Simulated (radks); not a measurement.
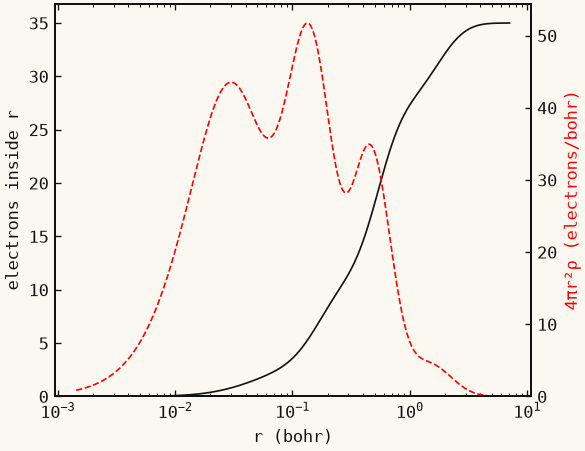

Figure 1. The number of electrons inside radius r (solid) and the radial density 4πr²ρ (dashed). The count levels off at 35 electrons. Half of them lie within 0.484 bohr, 90 % within 1.82 bohr and 99 % within 3.50 bohr. The radial density has minima at 0.0621 and 0.286 bohr, where the count stands at 2.1 and 11.1; these part the shells that the density resolves.

## Run report: Br, atomic calculation

A free Br atom in the configuration [Ar] 3d10 4s2 4p5. Computed at this level: scalar-relativistic Kohn-Sham, LB94 model potential, spin-unpolarised, spherical densities, finite nucleus (the in-house radial solver radks).

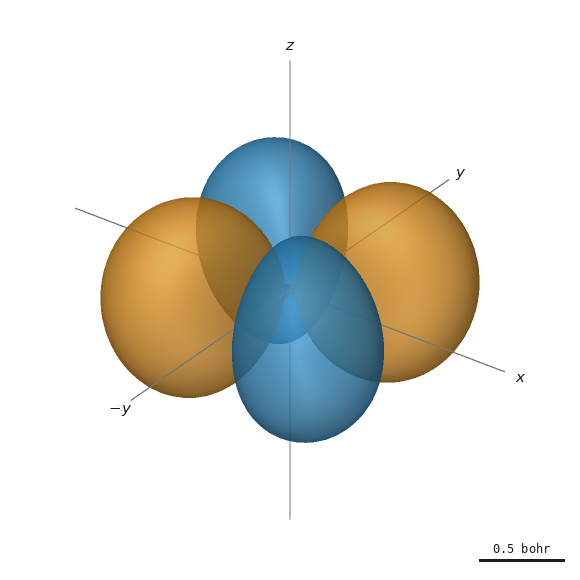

Figure 2. The 3d(xy) orbital. The radial function comes from the spherical calculation and is multiplied by a real spherical harmonic; the overall sign is chosen so that the largest lobe of P(r) is positive; at the scalar-relativistic level it is the large component. The surface of constant |ψ| that holds about 90 % of the electron is drawn, orange where ψ is positive and blue where it is negative. It has the nodal planes xz and yz and no radial node. The maximum of P² lies at 0.429 bohr, ⟨r⟩ = 0.586 bohr, 90 % of the charge lies within 0.963 bohr, and the eigenvalue is −77.0 eV, with 10 electrons in the shell.

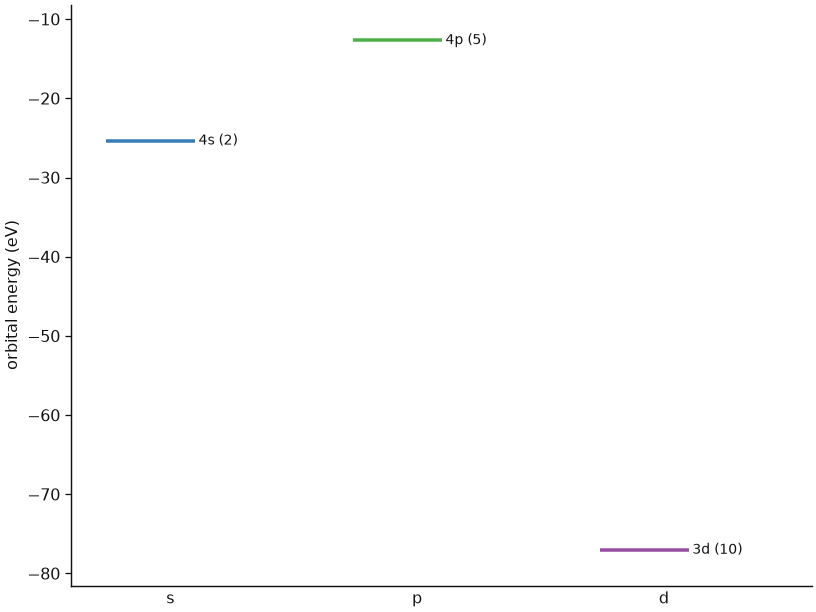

Figure 3. The outer levels are drawn by angular momentum (occupations in brackets). The highest occupied level is 4p at −12.7 eV. From the top down the occupied levels run 4p (−12.7 eV), 4s (−25.3 eV), 3d (−77.0 eV).

These pictures come from the run below.

The input:
```
Z 35
configuration [Ar] 3d10 4s2 4p5
relativity scalar-relativistic
functional lda,pw
spin unpolarised
nucleus finite rms 4.1629 fm
c 137.035999084
response adiabatic LDA kernel
```

Energies in input and log are in hartree, lengths in bohr (the nuclear radius in fm).

Log:
```
1s      1   2.0000        -493.00559648
2s      1   2.0000         -64.71014113
2p      1   6.0000         -57.23360090
3s      1   2.0000          -9.10897661
3p      1   6.0000          -6.74777040
3d      1  10.0000          -2.83058728
4s      1   2.0000          -0.93151465
4p      1   5.0000          -0.46547410
Etot None
Ekin 2674.853466976824
Encl -6302.2629804708
Eh 1113.4421812058106
Exc None
err 1.403182734024717e-09
it 14
```

Orbitals:

| orbital | occupation | energy (eV) | ⟨r⟩ (bohr) | outer maximum (bohr) |
| --- | --- | --- | --- | --- |
| 1s | 2 | −13415.4 | 0.04266 | 0.0279 |
| 2s | 2 | −1760.9 | 0.1890 | 0.159 |
| 2p | 6 | −1557.4 | 0.1648 | 0.127 |
| 3s | 2 | −247.868 | 0.5528 | 0.485 |
| 3p | 6 | −183.616 | 0.5647 | 0.482 |
| 3d | 10 | −77.024 | 0.5857 | 0.429 |
| 4s | 2 | −25.348 | 1.643 | 1.38 |
| 4p | 5 | −12.666 | 2.069 | 1.64 |

Slater integrals of the outer shells (hartree):

| integral | value |
| --- | --- |
| F0(4p,4p) | 0.4380 |
| F2(4p,4p) | 0.2226 |
| F0(4p,4s) | 0.4843 |
| G1(4p,4s) | 0.3108 |
| F0(4p,3d) | 0.5822 |
| F2(4p,3d) | 0.1136 |
| G1(4p,3d) | 0.0372 |
| G3(4p,3d) | 0.0342 |
| F0(4p,3p) | 0.5838 |
| F2(4p,3p) | 0.1086 |
| G0(4p,3p) | 0.0262 |
| G2(4p,3p) | 0.0304 |
| F0(4s,4s) | 0.5492 |
| F0(4s,3d) | 0.7074 |

Results in brief:

- outcome: converged
- kinetic energy: 2674.8535 hartree
- electron–nucleus energy: −6302.2630 hartree
- Hartree energy: 1113.4422 hartree
- radius at density 0.001 e/bohr³: 4.12 bohr
- SCF iterations: 14
- hardware: 1 CPU thread, shared host
- wall time: 0.52 s
